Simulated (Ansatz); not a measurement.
# CH5B: the cost of one run

Method: RKS r2SCAN-D4/def2-SVP, in Ansatz 0.2.0.

## 1. The structure to begin with

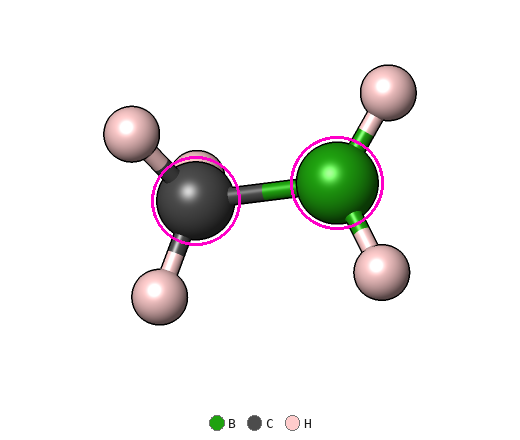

Start, viewed from a chosen angle; boron green, carbon dark grey, hydrogen pink. Ringed: B1, C2.

Coordinates:

```xyz
7

B    -0.2114   -0.9100    0.0454
C     0.1819    0.6525   -0.0334
H     0.4065   -1.6614    0.5393
H    -1.2159   -1.1927   -0.4390
H     0.3226    1.0389    0.9794
H     1.1433    0.7519   -0.5878
H    -0.5658    1.2527   -0.5495
```

## 2. Relaxing end A

Contents of input.yaml:

```yaml
crystal:
  periodic: [false, false, false]
  atoms:
    - { symbol: B, position_ang: [-0.2114, -0.91, 0.0454] }
    - { symbol: C, position_ang: [0.1819, 0.6525, -0.0334] }
    - { symbol: H, position_ang: [0.4065, -1.6614, 0.5393] }
    - { symbol: H, position_ang: [-1.2159, -1.1927, -0.439] }
    - { symbol: H, position_ang: [0.3226, 1.0389, 0.9794] }
    - { symbol: H, position_ang: [1.1433, 0.7519, -0.5878] }
    - { symbol: H, position_ang: [-0.5658, 1.2527, -0.5495] }
basis:
  gaussian: { orbitals: def2-SVP }
hamiltonian:
  xc: r2scan
  dispersion: d4
relax:
  f_tol: 0.015
  max_steps: 40
output:
  orbitals: {}
```

Run with:

```console
ansatz run input.yaml --threads 1 --pin off --max-ram 2048MiB --backend cpu --events-out ev --progress --plain --runs-dir out
```

**Question.** How long does this run take on 1 thread of AMD EPYC 9R14 (Zen 4), shared host, and how much memory does it need?

About 11 s, with a peak of 0.12 GiB.
